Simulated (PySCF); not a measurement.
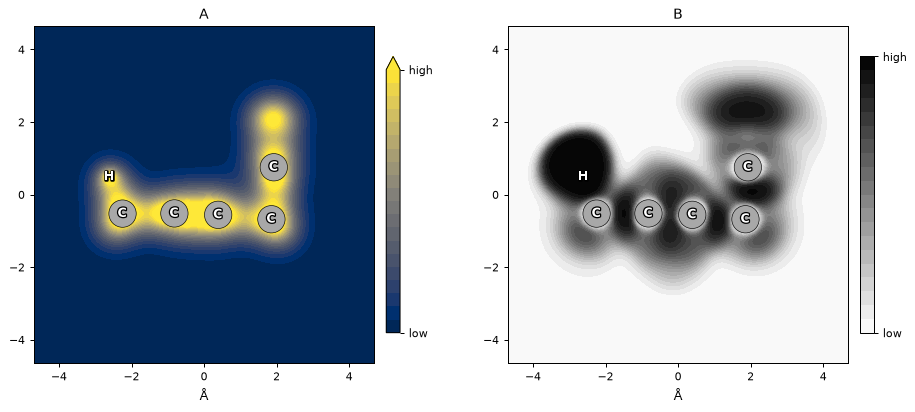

C₇H₇ (SMILES CC#CC[c+]1cc1) (charge +1): 2 fields on the plane of atoms C2, C1 and H10, with unlabelled colour scales. Grey discs cover the atomic cores.

Geometry: GFN2-xTB.

These are results of PBE0/pcSseg-1, SCF density, gas phase, non-relativistic in PySCF, not measurements.

```xyz
14

C     2.5180    0.2066    1.3653
C     1.3841   -0.1935    0.5924
C     0.4508   -0.5613   -0.0794
C    -0.6401   -1.0544   -0.9366
C    -1.4998   -0.0963   -0.3027
C    -2.0217    1.2060   -0.1881
C    -2.3494    0.2905    0.7509
H     3.2999    0.5906    0.7111
H     2.9027   -0.6415    1.9306
H     2.2280    0.9914    2.0647
H    -0.8739   -2.0995   -0.7347
H    -0.4366   -0.8744   -1.9920
H    -2.0941    2.1990   -0.5709
H    -2.8687    0.0363    1.6473
```

### Which field does each panel show? The fields are: electron density and electron localisation function.

Panel A: electron density. Panel B: electron localisation function. From the grid: C–C (1.21 Å): ρ is about 2.7 e/Å³ halfway; the ELF peaks at about 0.85 between the atoms; a short, multiple covalent bond. C–H (1.09 Å): the density is about 2 e/Å³ at the midpoint; the ELF climbs to about 1 towards the hydrogen, as it does in any bond to H; a covalent bond by its length.
